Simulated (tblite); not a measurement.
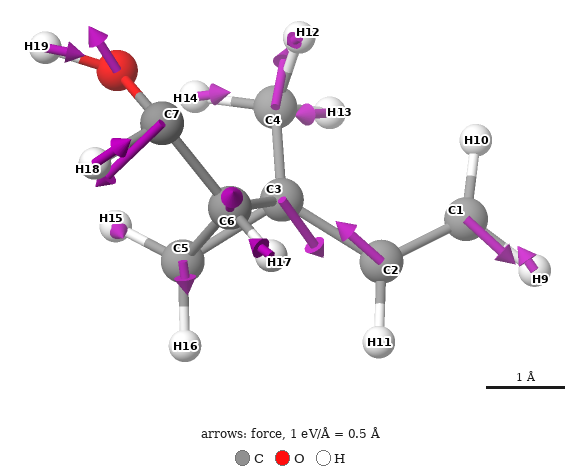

Starting geometry of C$_{7}$H$_{11}$O (multiplicity 2) with the computed forces as purple arrows. The picture is a ball-and-stick view, seen at a tilt.

Method: GFN2-xTB geometry optimisation, gas phase in tblite. 

Is this structure relaxed? If not, where do the atoms go?

Answer. It isn't relaxed: the largest force vector, on a C atom, is 2.64 eV/Å. The final displacements follow the starting forces only in part (cosine between the two patterns 0.32). The atom that moves furthest after the best rigid fit is an H atom (1.23 Å). By element the largest moves are H 1.23 Å, O 0.51 Å, C 0.34 Å. Among the contacts that change: C–C 1.482 → 1.600 Å, C–C 1.498 → 1.422 Å, C–C 1.520 → 1.459 Å, C–H 1.136 → 1.089 Å. Among the angles between lasting bonds that change: C–C–H 106.2° → 120.9°, O–C–H 104.3° → 118.1°, C–C–O 108.0° → 120.4°. Groups turn about C–C by about 30°. After 80 geometry steps the energy has fallen by 111.4 kJ/mol.
